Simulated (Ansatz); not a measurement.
# CH5BOSi (SMILES CB1O[SiH2]1): what the fields show

Input

```
crystal:
  periodic: [false, false, false]
  atoms:
    - {symbol: C, position_ang: [-0.539515, 0.926499, -1.228037]}
    - {symbol: B, position_ang: [0.066060, 0.055942, -0.103596]}
    - {symbol: O, position_ang: [1.315404, -0.351968, 0.185032]}
    - {symbol: Si, position_ang: [0.309213, -1.041582, 1.438641]}
    - {symbol: H, position_ang: [0.220026, 1.280788, -1.929275]}
    - {symbol: H, position_ang: [-1.058781, 1.788947, -0.799712]}
    - {symbol: H, position_ang: [-1.295254, 0.358581, -1.778813]}
    - {symbol: H, position_ang: [0.370462, -2.523779, 1.420010]}
    - {symbol: H, position_ang: [0.700985, -0.539526, 2.778550]}
basis:
  gaussian: {orbitals: def2-TZVPP}
hamiltonian: {xc: pbe0, dispersion: d4}
output: {orbitals: {seedname: orbitals}}
```

Run with:

```sh
ansatz run in.yaml --threads 2 --pin off --events-out ev --progress --plain --max-ram 4352MiB
```

Geometry: PBE0-D4/def2-TZVP.

The calculation used Ansatz, RKS PBE0-D4/def2-TZVPP.

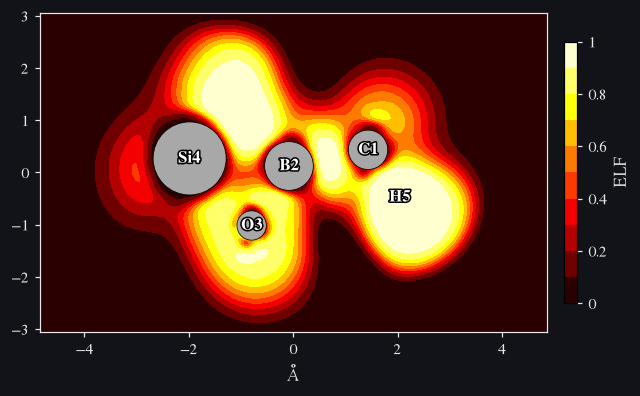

Figure 1. ELF on the plane of atoms C1, B2 and Si4. Grey discs cover the atomic cores.

Q: Interpret the plot.

A:
- The section cuts through C, B, O, Si and H sites.
- B–O (1.35 Å): the ELF peaks at about 0.90 between the atoms (a polar covalent bond).
- C–B (1.55 Å): the ELF peaks at about 0.95 between the atoms (a covalent bond).
- Si–O (1.75 Å): the ELF peaks at about 0.80 between the atoms, as expected for a shared but strongly polarised pair.
- Si–B (1.91 Å): the ELF peaks at about 0.65 between the atoms.
- C–H (1.09 Å): the ELF climbs to about 1 towards the hydrogen, as it does in any bond to H; a covalent bond by its length.
- The ELF also peaks beside O3, away from the bonds: lone-pair regions.

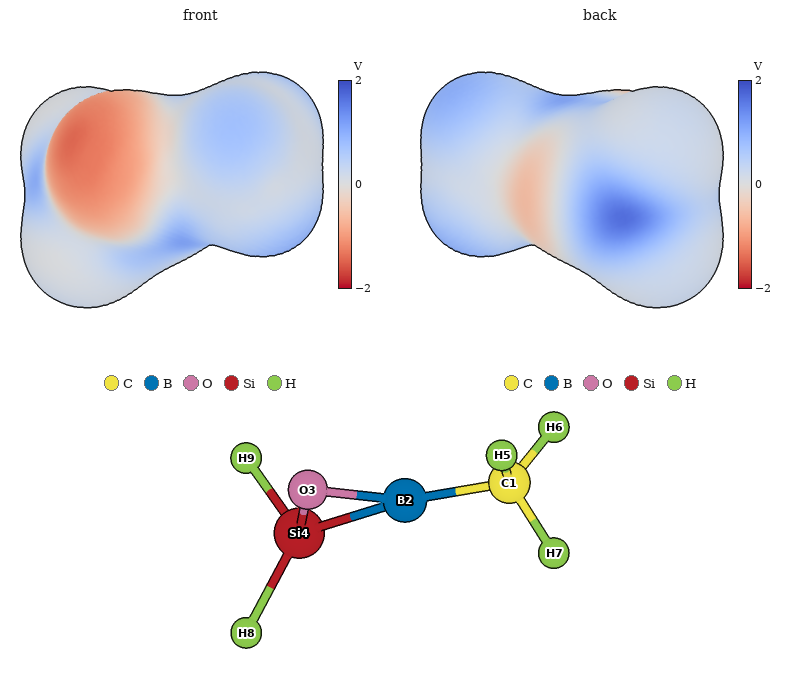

Figure 2. The electrostatic potential painted on the density surface at 0.002 e/bohr³, seen from the front and from behind; red is negative and blue positive. The bare structure is drawn below in the same view.

Q: Where is the surface potential most negative and most positive?

A: The most negative region (about −1.4 V, or −32 kcal/mol for a unit charge) lies over O3, the most positive (about +1.5 V, or +35 kcal/mol for a unit charge) over Si4. O3 is the likeliest acceptor of a hydrogen bond.

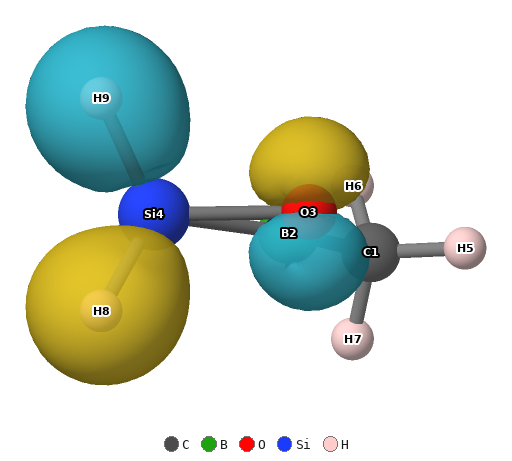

Figure 3. The HOMO−1 at ±0.15 Å⁻³ᐟ² (yellow and cyan are the two phases), seen at an oblique angle.

Q: Describe this orbital and give its energy.

A: By Hirshfeld shares it lies mainly on Si4 (about 30 %), O3 (about 25 %), H8 (about 20 %) and H9 (about 20 %). Its energy is −9.28 eV.

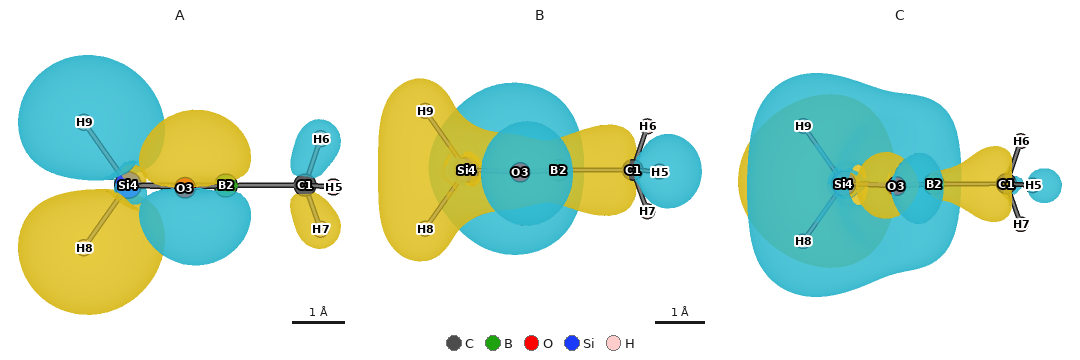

Figure 4. Three frontier orbitals at ±0.06 Å⁻³ᐟ² (yellow and cyan are the two phases), in no order.

Q: Which picture is the HOMO−1, the HOMO and the LUMO?

A: A is the HOMO−1 (−9.28 eV). Its weight (Hirshfeld) is mainly on Si4 (about 30 %), O3 (about 25 %), H8 (about 20 %) and H9 (about 20 %). B is the HOMO (−6.80 eV). By Hirshfeld shares it lies mainly on Si4 (about 40 %), B2 (about 25 %) and O3 (about 20 %). C is the LUMO (−0.59 eV). Its weight (Hirshfeld) is mainly on Si4 (about 60 %), B2 (about 15 %), O3 (about 10 %), H8 (about 5 %) and H9 (about 5 %).

Q: What is the HOMO–LUMO gap?

A: 6.21 eV between the orbital energies.
